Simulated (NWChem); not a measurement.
# doublet [SnH2Cl2]− at 4 levels

Aim: a comparison of 4 runs (UHF/STO-3G, UHF/3-21G, UB3LYP/def2-SVPD, UM06-2X/def2-SVPD) of doublet [SnH2Cl2]−. 

Program for the calculation: NWChem 7.3.0.

32 further runs of the same task are left out: 32 set aside as unsound or not needed.

### Step 1. The structure to begin with

The species is [SnH2Cl2]− (5 atoms), meant as a doublet with charge -1. SMILES of the parent species: `[Cl][SnH2][Cl]`. The shape is that of a PBE0-D4/def2-TZVP optimisation. That shape belongs to the parent species and isn't relaxed for this state.

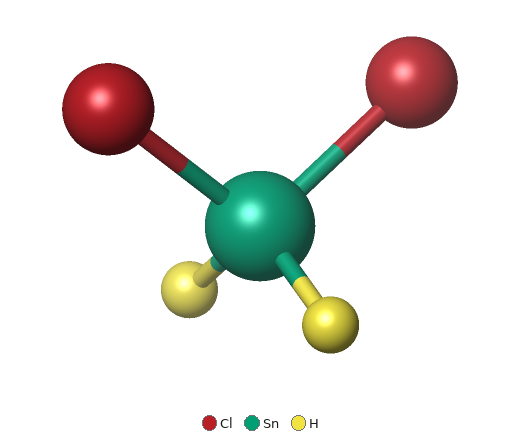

Viewed from a chosen angle; chlorine red, tin teal, hydrogen yellow.

### Step 2. A single-point energy at UHF/STO-3G (run 1)

m1.xyz reads:

```xyz
5

Cl    -1.795300    -0.326200     1.206500
Sn     0.192400    -0.102900     0.038600
Cl    -0.250400     1.295500    -1.753900
H      0.602200    -1.626300    -0.582100
H      1.301000     0.686300     1.049400
```

m1.nw reads:

```
start m1
memory stack 880 mb heap 220 mb global 1100 mb
charge -1

geometry noautosym nocenter noautoz
  load format xyz m1.xyz
end

basis spherical bse
  * library STO-3G
end

scf
  nopen 1
  uhf
  thresh 1e-08
  maxiter 80
end

task scf energy
```

The run is started by

```bash
$ nwchem m1.nw > m1.out
```

Standard output:

```text
[...]
  functions       =    47
[...]
  wavefunction    = UHF
[...]
         Total SCF energy =  -6873.516705998591
      One electron energy = -10474.632392201976
      Two electron energy =   3129.090698497014
 Nuclear repulsion energy =    472.024987706371
                       Sz =      0.5000
                 Sz(Sz+1) =      0.7500
                      S^2 =      0.7552
[...]
```

Wall time 8.1 s (1 thread of Intel Xeon 6975P-C (Granite Rapids), shared host); peak memory 0.1 GiB.

### Step 3. The energy at UHF/3-21G (run 2)

geom.nw reads:

```
start geom
title "Cl2H2Sn hf"
memory 2200 mb
charge -1
geometry units angstrom noautosym nocenter noautoz
   Cl      -1.795300      -0.326200       1.206500
   Sn       0.192400      -0.102900       0.038600
   Cl      -0.250400       1.295500      -1.753900
   H        0.602200      -1.626300      -0.582100
   H        1.301000       0.686300       1.049400
end
basis spherical bse
   * library 3-21G
end
scf
   nopen 1
   uhf
   thresh 1e-08
   maxiter 80
   print low
end
task scf energy
```

The run is started by

```bash
$ nwchem geom.nw > geom.out
```

Standard output:

```text
[...]
  functions       =    61
[...]
  wavefunction    = UHF
[...]
         Total SCF energy =  -6912.061175428049
      One electron energy = -10497.781854233828
      Two electron energy =   3113.695691099409
 Nuclear repulsion energy =    472.024987706371
                       Sz =      0.5000
                 Sz(Sz+1) =      0.7500
                      S^2 =      0.7639
[...]
```

Wall time 15 s (1 thread of Intel Xeon 6975P-C (Granite Rapids), shared host); peak memory 0.1 GiB.

Run 3 isn't shown in full; the table further down has it.

### Step 4. The energy at UM06-2X/def2-SVPD (core potential) (run 4)

cl2h2sn.xyz reads:

```xyz
5
Cl2H2Sn
Cl    -1.795300    -0.326200     1.206500
Sn     0.192400    -0.102900     0.038600
Cl    -0.250400     1.295500    -1.753900
H      0.602200    -1.626300    -0.582100
H      1.301000     0.686300     1.049400
```

run.py reads:

```python
from ase.io import read
from ase.calculators.nwchem import NWChem

system = read('cl2h2sn.xyz')

calc = NWChem(
    label='cl2h2sn',
    theory='dft',
    memory='2200 mb',
    basis='def2-SVPD',
    basispar='spherical bse',
    charge=-1,
    dft={'xc': 'm06-2x', 'mult': '2', 'grid': 'fine', 'convergence': 'energy 1e-08', 'iterations': '100', 'mulliken': None},
    task='energy',
    **{'ecp bse': {'Sn library': 'def2-SVPD'}},
)
system.calc = calc

e = system.get_potential_energy()
print(f"E = {e:.6f} eV")
```

The run is started by

```bash
$ export ASE_NWCHEM_COMMAND="nwchem PREFIX.nwi > PREFIX.nwo"
$ python run.py
```

Standard output:

```text
E = -30900.856750 eV
```

The calculator wrote cl2h2sn.nwi:

```
title "cl2h2sn"

permanent_dir cl2h2sn

scratch_dir cl2h2sn

start cl2h2sn

geometry units angstrom nocenter noautosym noautoz
  Cl -1.7952999999999999e+00 -3.2619999999999999e-01 1.2064999999999999e+00
  Sn 1.9239999999999999e-01 -1.0290000000000001e-01 3.8600000000000002e-02
  Cl -2.5040000000000001e-01 1.2955000000000001e+00 -1.7539000000000000e+00
  H  6.0219999999999996e-01 -1.6263000000000001e+00 -5.8209999999999995e-01
  H  1.3009999999999999e+00 6.8630000000000002e-01 1.0494000000000001e+00
end

charge -1

memory 2200 mb

basis spherical bse noprint
   * library def2-SVPD
end

dft
  xc m06-2x
  mult 2
  grid fine
  convergence energy 1e-08
  iterations 100
  mulliken
end
ecp bse
  Sn library def2-SVPD
end

task dft energy
```

cl2h2sn.nwo:

```text
Northwest Computational Chemistry Package (NWChem) 7.3.0
             --------------------------------------------------------

           Job information
           ---------------

    nwchem branch   = 7.3.0
    use scalapack   = T
    input           = cl2h2sn.nwi
    prefix          = cl2h2sn.
    data base       = cl2h2sn/cl2h2sn.db
    status          = startup
    nproc           =        1

           Memory information
           ------------------

[... 5 lines left out ...]
    hardfail = no
[... 38 lines left out ...]
            Nuclear Dipole moment (a.u.)
[... 81 lines left out ...]
          Convergence on density requested:  1.00D-05
[... 25 lines left out ...]
          Convergence aids based upon iterative change in
[... 31 lines left out ...]
 2-e energy   =     774.950461
[... 54 lines left out ...]
           Coulomb energy =      834.546525425724
[... 746 lines left out ...]
                     DFT Final Beta Molecular Orbital Analysis
[... 846 lines left out ...]
     Multipole analysis of the density
     ---------------------------------

     L   x y z        total         alpha         beta         nuclear
     -   - - -        -----         -----         ----         -------
     0   0 0 0     -1.000000    -30.000000    -29.000000     58.000000

     1   1 0 0      0.568975     27.088709     27.603719    -54.123453
[... 8 lines of this table left out ...]
     2   0 0 2    -52.277377   -169.824167   -162.830277    280.377068

 Task  times  cpu:       61.6s     wall:       61.6s
 Total times  cpu:       61.6s     wall:       61.6s
```

Run time: 63 s. Hardware: 1 thread of Intel Xeon 6975P-C (Granite Rapids), shared host; peak memory 0.12 GiB.

### Step 5. All runs side by side

| run | level | iteration cap | module | energy (Eh) | ⟨S²⟩ | wall time |
| --- | --- | --- | --- | --- | --- | --- |
| 1 | UHF/STO-3G | 80 | scf | -6873.516706 | 0.755 | 8.1 s |
| 2 | UHF/3-21G | 80 | scf | -6912.061175 | 0.764 | 15 s |
| 3 | UB3LYP/def2-SVPD (core potential) | 100 | dft | -1135.792703 | 0.752 | 33 s |
| 4 | UM06-2X/def2-SVPD (core potential) | 100 | dft | -1135.585549 | 0.753 | 63 s |

### Step 6. Results

| quantity | value |
| --- | --- |
| run 4: total energy | -1135.58555 Eh |
| run 4: HOMO energy (highest over α and β) | 1.10 eV |
| run 4: LUMO energy (lowest over α and β) | 2.66 eV |
| run 4: ⟨S²⟩ | 0.753 |

In words: Totals of different functionals can't be ranked against each other. Some runs of one species differ in core potentials or relativity; totals across that change don't compare. In runs 1, 4 the HOMO lies above zero, so the outermost electron may be held by the basis alone. In run 1 the basis is minimal, so the values are rough. In runs 1, 2 relativity is left out where basis or elements ask for it. All runs together took 2 min, the longest 63 s.
